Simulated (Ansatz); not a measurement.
## Geometry relaxation of AlH4ClO (part 1 of 2)

The run: geometry relaxation of AlH4ClO. Method and program: RKS r2SCAN-D4/6-31G* (Ansatz 0.2.0).

The input holds or restrains some coordinates. Forces given for the steps count only the free coordinates. It belongs to a series of runs on one base structure; here: pulled along the bonds that form and break, towards end A. Figures and captions count atoms from 1; the log counts them from 0 in places.

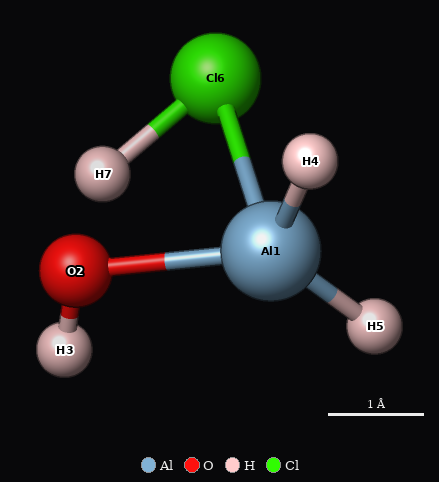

Fig. 1: The input geometry (ball-and-stick view, seen at a tilt; atoms are numbered from 1 in the order of the input). Sticks mark near contacts.

Results in brief

```json
{"quantity": "outcome", "value": "converged under the restraints of the input"}
{"quantity": "total energy", "value": "−21229.0147 eV"}
{"quantity": "mean-field energy", "value": "−21228.9897 eV"}
{"quantity": "largest force (length of the vector) at the end, held atoms and coordinates included", "value": "1.106 eV/Å"}
{"quantity": "hardware", "value": "1 thread of Arm Neoverse V1, 24 GiB of memory available, shared host"}
{"quantity": "wall time", "value": "36 s"}
{"quantity": "peak memory", "value": "0.14 GiB"}
```

The input
```yaml
crystal:
  periodic: [false, false, false]
  atoms:
    - { symbol: Al, position_ang: [0.0, 0.0, 0.0] }
    - { symbol: O, position_ang: [0.0, 0.0, 2.13] }
    - { symbol: H, position_ang: [-0.9095, -0.2814, 2.4671] }
    - { symbol: H, position_ang: [1.351, 0.0, -0.78] }
    - { symbol: H, position_ang: [-1.351, 0.0, -0.78] }
    - { symbol: Cl, position_ang: [0.1134, 2.3983, 0.7978] }
    - { symbol: H, position_ang: [0.0597, 1.263, 1.9417] }
basis:
  gaussian: { orbitals: "6-31G*" }
hamiltonian:
  xc: r2scan
  dispersion: d4
relax:
  f_tol: 0.15
  max_steps: 25
  restrain:
    - { distance: [0, 5], at: 3.43, k: 30.0 }
    - { distance: [6, 1], at: 2.21, k: 30.0 }
    - { distance: [0, 1], at: 1.78, k: 30.0 }
    - { distance: [6, 5], at: 1.37, k: 30.0 }
output:
  orbitals: {}
```

Launched with:
```bash
ansatz run input.yaml --threads 1 --pin off --max-ram 2048MiB --backend cpu --events-out ev --progress --plain --runs-dir out
```

Output
```
The last accepted step is kept in [file] (removed where the run ends without a failure and the disk answers)
Engine: ansatz 0.2.0, aarch64-unknown-linux-gnu
Functional definition: r2SCAN
  parameter k0 = 0.174
  parameter k1 = 0.065
  parameter a1 = 4.9479
  exchange = r2scan_x(k0 = k0, k1 = k1, a1 = a1)
  correlation = r2scan_c
754 factors; their error is unknown
mean field evaluation 1: about -21224.9513 eV, gradient 4.6e1 eV
mean field evaluation 2: about -21211.0579 eV, gradient 9.5e1 eV
mean field evaluation 4: about -21228.7820 eV, gradient 3.9e0 eV
mean field evaluation 8: about -21228.8278 eV, gradient 3.7e-2 eV
mean field evaluation 16: about -21228.8041 eV, gradient 1.9e-5 eV
mean field -21228.80409020 eV, -780.1441609147 hartree, gradient 1.9e-5 eV, S^2 0.000000; 0 other end points of the search recorded, 0 dependent functions left out
the calculation of the forces begins
reference -21228.80410262 eV, -780.1441613712 hartree; 21, 21 occupied and 40, 40 virtual orbitals, 754 factors
relax step   1: F+E_penalty+E_count = -21228.83025812 eV  Δ(F+E_penalty+E_count) = +0.000e0 eV  max|allowed force component| = 1.966e0 eV/Å  E_restraint = 27.88783113 eV  max|allowed force component, restraints' pulls added| = 3.116e1 eV/Å  Δτ_max = 0.0000 Å  (26 SCF iters, accepted)
  distance Al 0 - Cl 5 = 2.5301 Å
  distance H 6 - O 1 = 1.2784 Å
  distance Al 0 - O 1 = 2.1300 Å
  distance H 6 - Cl 5 = 1.6125 Å
these checks for a lower state are left out or cut short: starts, cluster_reference, orbital_swaps, neighbouring_geometries, increment
754 factors; their error is unknown
mean field -21228.43341019 eV, -780.1305386755 hartree, gradient 9.6e-6 eV, S^2 0.000000; 0 other end points of the search recorded, 0 dependent functions left out
the calculation of the forces begins
reference -21228.43342272 eV, -780.1305391358 hartree; 21, 21 occupied and 40, 40 virtual orbitals, 754 factors
relax step   2: F+E_penalty+E_count = -21228.45953812 eV  Δ(F+E_penalty+E_count) = +3.707e-1 eV  max|allowed force component| = 1.893e0 eV/Å  E_restraint = 11.60691033 eV  max|allowed force component, restraints' pulls added| = 2.204e1 eV/Å  Δτ_max = 0.1949 Å  (33 SCF iters, accepted)
  distance Al 0 - Cl 5 = 2.8753 Å
  distance H 6 - O 1 = 1.5845 Å
  distance Al 0 - O 1 = 2.0135 Å
  distance H 6 - Cl 5 = 1.5125 Å
these checks for a lower state are left out or cut short: starts, cluster_reference, orbital_swaps, neighbouring_geometries, increment
754 factors; their error is unknown
mean field evaluation 32: about -21228.5030 eV, gradient 1.1e-5 eV
mean field -21228.50300442 eV, -780.1330962163 hartree, gradient 1.1e-5 eV, S^2 0.000000; 0 other end points of the search recorded, 0 dependent functions left out
the calculation of the forces begins
reference -21228.50301700 eV, -780.1330966785 hartree; 21, 21 occupied and 40, 40 virtual orbitals, 754 factors
relax step   3: F+E_penalty+E_count = -21228.52891203 eV  Δ(F+E_penalty+E_count) = -6.937e-2 eV  max|allowed force component| = 1.445e0 eV/Å  E_restraint = 2.71640343 eV  max|allowed force component, restraints' pulls added| = 9.861e0 eV/Å  Δτ_max = 0.1948 Å  (32 SCF iters, accepted)
  distance Al 0 - Cl 5 = 3.1315 Å
  distance H 6 - O 1 = 1.9286 Å
  distance Al 0 - O 1 = 1.8901 Å
  distance H 6 - Cl 5 = 1.3958 Å
these checks for a lower state are left out or cut short: starts, cluster_reference, orbital_swaps, neighbouring_geometries, increment
754 factors; their error is unknown
mean field -21228.74061567 eV, -780.1418282687 hartree, gradient 4.8e-6 eV, S^2 0.000000; 0 other end points of the search recorded, 0 dependent functions left out
the calculation of the forces begins
reference -21228.74062843 eV, -780.1418287374 hartree; 21, 21 occupied and 40, 40 virtual orbitals, 754 factors
relax step   4: F+E_penalty+E_count = -21228.76620257 eV  Δ(F+E_penalty+E_count) = -2.373e-1 eV  max|allowed force component| = 1.289e0 eV/Å  E_restraint = 0.07380295 eV  max|allowed force component, restraints' pulls added| = 1.876e0 eV/Å  Δτ_max = 0.1942 Å  (32 SCF iters, accepted)
  distance Al 0 - Cl 5 = 3.3782 Å
  distance H 6 - O 1 = 2.2148 Å
  distance Al 0 - O 1 = 1.7618 Å
  distance H 6 - Cl 5 = 1.3266 Å
these checks for a lower state are left out or cut short: starts, cluster_reference, orbital_swaps, neighbouring_geometries, increment
754 factors; their error is unknown
mean field -21228.90305525 eV, -780.1477978130 hartree, gradient 2.2e-5 eV, S^2 0.000000; 0 other end points of the search recorded, 0 dependent functions left out
the calculation of the forces begins
reference -21228.90306833 eV, -780.1477982938 hartree; 21, 21 occupied and 40, 40 virtual orbitals, 754 factors
relax step   5: F+E_penalty+E_count = -21228.92808897 eV  Δ(F+E_penalty+E_count) = -1.619e-1 eV  max|allowed force component| = 1.348e0 eV/Å  E_restraint = 0.01345819 eV  max|allowed force component, restraints' pulls added| = 8.235e-1 eV/Å  Δτ_max = 0.1989 Å  (27 SCF iters, accepted)
  distance Al 0 - Cl 5 = 3.4063 Å
  distance H 6 - O 1 = 2.2122 Å
  distance Al 0 - O 1 = 1.7676 Å
  distance H 6 - Cl 5 = 1.3566 Å
these checks for a lower state are left out or cut short: starts, cluster_reference, orbital_swaps, neighbouring_geometries, increment
754 factors; their error is unknown
mean field -21228.97972169 eV, -780.1506152529 hartree, gradient 6.5e-6 eV, S^2 0.000000; 0 other end points of the search recorded, 0 dependent functions left out
the calculation of the forces begins
reference -21228.97973471 eV, -780.1506157312 hartree; 21, 21 occupied and 40, 40 virtual orbitals, 754 factors
relax step   6: F+E_penalty+E_count = -21229.00485703 eV  Δ(F+E_penalty+E_count) = -7.677e-2 eV  max|allowed force component| = 9.509e-1 eV/Å  E_restraint = 0.01916398 eV  max|allowed force component, restraints' pulls added| = 2.041e-1 eV/Å  Δτ_max = 0.2000 Å  (28 SCF iters, accepted)
  distance Al 0 - Cl 5 = 3.4286 Å
  distance H 6 - O 1 = 2.2037 Å
  distance Al 0 - O 1 = 1.7605 Å
  distance H 6 - Cl 5 = 1.3407 Å
these checks for a lower state are left out or cut short: starts, cluster_reference, orbital_swaps, neighbouring_geometries, increment
754 factors; their error is unknown
mean field -21228.98256909 eV, -780.1507198930 hartree, gradient 1.2e-5 eV, S^2 0.000000; 0 other end points of the search recorded, 0 dependent functions left out
the calculation of the forces begins
reference -21228.98258213 eV, -780.1507203722 hartree; 21, 21 occupied and 40, 40 virtual orbitals, 754 factors
relax step   7: F+E_penalty+E_count = -21229.00766019 eV  Δ(F+E_penalty+E_count) = -2.803e-3 eV  max|allowed force component| = 8.635e-1 eV/Å  E_restraint = 0.02298583 eV  max|allowed force component, restraints' pulls added| = 2.468e-1 eV/Å  Δτ_max = 0.1405 Å  (27 SCF iters, rejected (line search))
  distance Al 0 - Cl 5 = 3.4282 Å
  distance H 6 - O 1 = 2.2029 Å
  distance Al 0 - O 1 = 1.7596 Å
  distance H 6 - Cl 5 = 1.3374 Å
these checks for a lower state are left out or cut short: starts, cluster_reference, orbital_swaps, neighbouring_geometries, increment
754 factors; their error is unknown
mean field evaluation 64: about -21228.9860 eV, gradient 1.1e-1 eV
mean field -21228.98607804 eV, -780.1508488445 hartree, gradient 1.1e-5 eV, S^2 0.000000; 0 other end points of the search recorded, 0 dependent functions left out
the calculation of the forces begins
reference -21228.98609110 eV, -780.1508493244 hartree; 21, 21 occupied and 40, 40 virtual orbitals, 754 factors
relax step   8: F+E_penalty+E_count = -21229.01115114 eV  Δ(F+E_penalty+E_count) = -6.294e-3 eV  max|allowed force component| = 9.594e-1 eV/Å  E_restraint = 0.01883156 eV  max|allowed force component, restraints' pulls added| = 2.428e-1 eV/Å  Δτ_max = 0.0684 Å  (27 SCF iters, accepted)
  distance Al 0 - Cl 5 = 3.4269 Å
  distance H 6 - O 1 = 2.2018 Å
  distance Al 0 - O 1 = 1.7603 Å
  distance H 6 - Cl 5 = 1.3419 Å
these checks for a lower state are left out or cut short: starts, cluster_reference, orbital_swaps, neighbouring_geometries, increment
754 factors; their error is unknown
mean field -21228.98967998 eV, -780.1509812133 hartree, gradient 1.2e-5 eV, S^2 0.000000; 0 other end points of the search recorded, 0 dependent functions left out
the calculation of the forces begins
reference -21228.98969306 eV, -780.1509816941 hartree; 21, 21 occupied and 40, 40 virtual orbitals, 754 factors
relax step   9: F+E_penalty+E_count = -21229.01473671 eV  Δ(F+E_penalty+E_count) = -3.586e-3 eV  max|allowed force component| = 9.168e-1 eV/Å  E_restraint = 0.02125270 eV  max|allowed force component, restraints' pulls added| = 1.264e-1 eV/Å  Δτ_max = 0.0386 Å  (27 SCF iters, accepted)
```

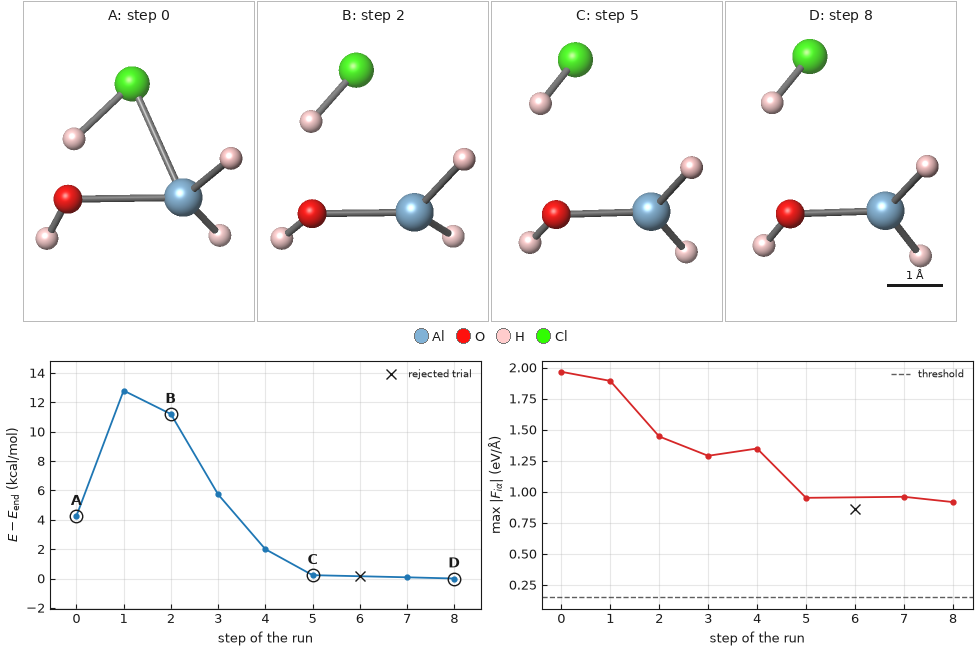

Fig. 2: Frames of the restrained relaxation (ball-and-stick view, seen on its broad side) above the curves, on which the letters mark them (the first geometry is step 0 here and step 1 in the log).

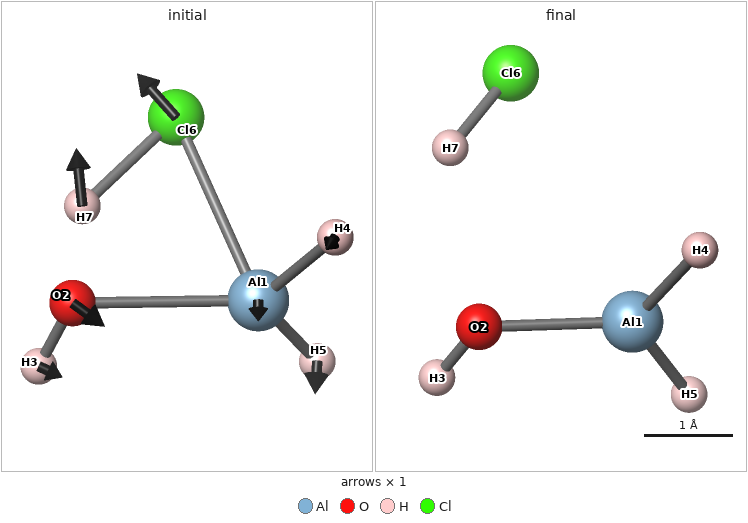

Fig. 3: Before (left) and after (right) the restrained relaxation, at one scale (ball-and-stick view, seen on its broad side). The black arrows give the displacements, at true length. Over 8 geometry steps the energy falls by 4.25 kcal/mol. Largest force component: 2 eV/Å at the start, 0.92 eV/Å at the end. The line search rejected the trial step at point 6 (counted from 0) and went back. The largest move after the best rigid fit is that of Cl6, 0.70 Å. Largest moves by element: Cl 0.70 Å, H 0.67 Å, O 0.46 Å, Al 0.25 Å. Among the contacts that change: Al1–Cl6 2.530 → 3.427 Å, Al1–O2 2.130 → 1.760 Å, Cl6–H7 1.613 → 1.339 Å, O2–H3 1.010 → 0.970 Å. Bonds break: Al1–Cl6 (2.53 → 3.43 Å). Among the angles that change: Al1–O2–H3 109.5° → 116.5°, H4–Al1–H5 120.0° → 126.7°, O2–Al1–H4 120.0° → 115.3°. (Atoms are counted from 1 in the order of the input.)
